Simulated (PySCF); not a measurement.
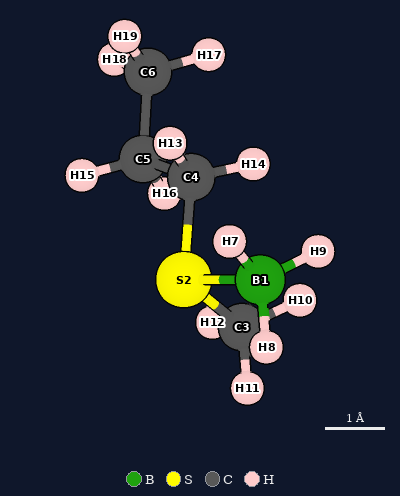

Figure 1. The structure as given in the input (ball-and-stick view, seen at an oblique angle; atoms are numbered from 1 in the order of the input). Bond lengths as drawn: B–H 1.19 Å, B–S 1.98 Å, C–C 1.52 to 1.53 Å, C–H 1.09 Å and C–S 1.82 to 1.83 Å.

**C4H13BS: a changed input and its effect**

System: C4H13BS.
Method of run 1: GIAO PBE0/pcSseg-1 NMR shielding, non-relativistic, gas phase (PySCF 2.14.0).

The geometry comes from this level: GFN2-xTB. Text and figures count atoms from 1; the logs count them from 0 in places.

**The input, run 1**
```
{"job": {"kind": "nmr", "xc": "PBE0", "basis": "pcSseg-1"}, "charge": 0, "multiplicity": 1}
B     -2.654722    -0.277839     0.539221
S     -1.226384     0.803178    -0.297266
C     -1.193472     0.057696    -1.956132
C      0.254084     0.016042     0.437186
C      1.563765     0.562928    -0.107899
C      2.751199    -0.075625     0.604889
H     -2.629982     0.046677     1.678957
H     -3.635652     0.059879    -0.034310
H     -2.333030    -1.405431     0.341534
H     -1.181105    -1.023721    -1.863680
H     -2.104585     0.371023    -2.455351
H     -0.329557     0.415825    -2.506277
H      0.170310     0.218627     1.504838
H      0.170179    -1.059000     0.279725
H      1.587898     1.644959     0.030555
H      1.636834     0.360364    -1.177776
H      2.735027    -1.156054     0.480314
H      3.685223     0.303045     0.197951
H      2.724165     0.146681     1.668810
```

The first line tells a small driver script what to run in PySCF; the rest is the geometry in Å.

Command:
```bash
OMP_NUM_THREADS=1 python <driver script> task.json out
```

Hardware: 1 CPU thread, shared host.

**Output (run 1)**
```
coarse grid: 15120 points
cycle   1  E = -582.7548992268  dE =  3.003e-01  |g| = 4.427e-01  |ddm| = 3.584e+00
cycle   2  E = -582.7571530636  dE = -2.254e-03  |g| = 4.530e-01  |ddm| = 9.707e-01
cycle   3  E = -582.8171357248  dE = -5.998e-02  |g| = 4.185e-02  |ddm| = 4.857e-01
cycle   4  E = -582.8175401130  dE = -4.044e-04  |g| = 1.565e-02  |ddm| = 7.173e-02
cycle   5  E = -582.8176088323  dE = -6.872e-05  |g| = 4.381e-03  |ddm| = 2.270e-02
cycle   6  E = -582.8176138076  dE = -4.975e-06  |g| = 1.077e-03  |ddm| = 5.600e-03
final grid: 137624 points
cycle   7  E = -582.8563189226  dE = -4.716e-05  |g| = 9.396e-03  |ddm| = 3.064e-02
cycle   8  E = -582.8563110016  dE =  7.921e-06  |g| = 1.103e-02  |ddm| = 1.633e-02
cycle   9  E = -582.8563418033  dE = -3.080e-05  |g| = 8.071e-04  |ddm| = 9.402e-03
cycle  10  E = -582.8563419951  dE = -1.918e-07  |g| = 1.681e-04  |ddm| = 1.123e-03
cycle  11  E = -582.8563420022  dE = -7.105e-09  |g| = 6.257e-05  |ddm| = 2.393e-04
cycle  12  E = -582.8563420032  dE = -9.976e-10  |g| = 1.462e-05  |ddm| = 7.929e-05
converged SCF energy = -582.8563420032

GIAO shielding tensors (ppm)
atom      isotropic    diamagn.    paramagn.     s11        s22        s33       span
  0 B      124.437     190.484     -66.046    105.725    113.157    154.430     48.705
  1 S      491.631    1058.341    -566.710    393.657    446.688    634.549    240.892
  2 C      156.812     254.058     -97.246    132.599    149.655    188.183     55.584
  3 C      132.983     255.866    -122.884    101.675    128.298    168.975     67.300
  4 C      162.091     248.934     -86.843    146.119    167.136    173.018     26.899
  5 C      171.031     245.551     -74.521    160.116    164.473    188.503     28.387
  6 H       29.723      30.437      -0.714     26.382     27.332     35.454      9.072
  7 H       29.750      30.668      -0.918     26.469     27.299     35.482      9.013
  8 H       30.176      31.001      -0.825     27.034     28.032     35.463      8.429
  9 H       30.043      31.916      -1.873     26.614     27.647     35.868      9.255
 10 H       29.455      29.812      -0.357     24.836     26.308     37.221     12.385
 11 H       29.423      31.862      -2.439     23.905     27.913     36.452     12.547
 12 H       29.144      34.236      -5.092     23.740     29.801     33.891     10.151
 13 H       29.737      34.965      -5.228     25.187     30.970     33.055      7.868
 14 H       30.291      31.736      -1.445     24.856     30.541     35.476     10.620
 15 H       30.248      32.906      -2.658     24.342     32.128     34.273      9.931
 16 H       30.832      29.485       1.347     26.324     29.238     36.934     10.610
 17 H       30.350      27.276       3.075     25.527     27.458     38.066     12.539
 18 H       30.705      29.010       1.695     26.302     28.813     37.001     10.698
```

The input of run 2 differs as follows (lines with − go, lines with + come):
```diff
-"xc": "PBE0"
+"xc": "PBE"
+"pop": false
```

How does run 2 compare with run 1?

The total energies belong to different methods, so their difference says nothing on which is more stable or more accurate. The HOMO goes from −7.90 to −6.58 eV. The LUMO goes from 0.47 to −0.53 eV. The dipole moment goes from 5.17 to 5.08 D. Of all shieldings, the largest change is that of S2, by −38.1 ppm. The functional changes from PBE0 to PBE. Exact exchange removes part of the self-interaction error of semilocal functionals, which pushes filled and empty levels apart. The SCF takes 14 iterations against 12.

**Output (run 2)**
```
coarse grid: 15120 points
cycle   1  E = -582.5936944811  dE =  1.684e-01  |g| = 6.646e-01  |ddm| = 3.672e+00
cycle   2  E = -582.4453843007  dE =  1.483e-01  |g| = 9.740e-01  |ddm| = 1.711e+00
cycle   3  E = -582.7274488800  dE = -2.821e-01  |g| = 9.796e-02  |ddm| = 1.092e+00
cycle   4  E = -582.7298609213  dE = -2.412e-03  |g| = 3.752e-02  |ddm| = 1.834e-01
cycle   5  E = -582.7302441727  dE = -3.833e-04  |g| = 1.323e-02  |ddm| = 5.492e-02
cycle   6  E = -582.7302880995  dE = -4.393e-05  |g| = 3.843e-03  |ddm| = 1.766e-02
cycle   7  E = -582.7302919401  dE = -3.841e-06  |g| = 8.759e-04  |ddm| = 4.976e-03
final grid: 137624 points
cycle   8  E = -582.7825316245  dE = -4.018e-05  |g| = 1.731e-02  |ddm| = 4.301e-02
cycle   9  E = -582.7824000426  dE =  1.316e-04  |g| = 2.842e-02  |ddm| = 3.791e-02
cycle  10  E = -582.7826080805  dE = -2.080e-04  |g| = 2.539e-03  |ddm| = 2.541e-02
cycle  11  E = -582.7826100418  dE = -1.961e-06  |g| = 3.848e-04  |ddm| = 3.489e-03
cycle  12  E = -582.7826100795  dE = -3.776e-08  |g| = 1.277e-04  |ddm| = 5.402e-04
cycle  13  E = -582.7826100837  dE = -4.120e-09  |g| = 4.208e-05  |ddm| = 1.834e-04
cycle  14  E = -582.7826100841  dE = -4.437e-10  |g| = 1.045e-05  |ddm| = 5.721e-05
converged SCF energy = -582.7826100841

GIAO shielding tensors (ppm)
atom      isotropic    diamagn.    paramagn.     s11        s22        s33       span
  0 B      120.423     192.034     -71.611    100.957    108.983    151.329     50.372
  1 S      453.542    1058.638    -605.096    356.634    410.683    593.307    236.672
  2 C      150.685     253.916    -103.231    124.241    143.118    184.694     60.453
  3 C      124.735     255.701    -130.966     91.287    119.915    163.003     71.716
  4 C      156.088     249.060     -92.972    139.623    161.595    167.044     27.421
  5 C      166.334     245.341     -79.008    154.976    159.013    185.012     30.036
  6 H       29.576      30.596      -1.020     26.395     27.191     35.142      8.747
  7 H       29.604      30.562      -0.958     26.493     27.163     35.157      8.664
  8 H       30.031      31.339      -1.308     27.092     27.788     35.212      8.120
  9 H       29.999      32.170      -2.171     26.969     27.574     35.453      8.484
 10 H       29.373      29.797      -0.424     25.086     26.364     36.669     11.583
 11 H       29.259      32.012      -2.753     23.952     27.753     36.073     12.121
 12 H       28.964      34.334      -5.370     23.932     29.695     33.263      9.331
 13 H       29.598      35.220      -5.623     25.418     30.872     32.503      7.085
 14 H       30.160      31.716      -1.556     24.953     30.537     34.991     10.039
 15 H       30.084      32.986      -2.902     24.423     32.064     33.764      9.341
 16 H       30.757      29.673       1.084     26.496     29.197     36.579     10.083
 17 H       30.255      27.178       3.077     25.638     27.517     37.611     11.972
 18 H       30.638      29.110       1.528     26.491     28.795     36.627     10.136
```

**The two runs side by side**

```csv
quantity,run 1,run 2
outcome,converged,converged
total energy (hartree),−582.856342,−582.782610
HOMO (eV),−7.90,−6.58
LUMO (eV),0.47,−0.53
dipole moment (D),5.17,5.08
shielding of B1 (ppm),124.4,120.4
shielding of S2 (ppm),491.6,453.5
shielding of C3 (ppm),156.8,150.7
shielding of C4 (ppm),133.0,124.7
shielding of C5 (ppm),162.1,156.1
shielding of C6 (ppm),171.0,166.3
shielding of H13 (ppm),29.1,29.0
SCF iterations,12,14
basis functions,174,174
wall time (shared host),37 s,48 s
```
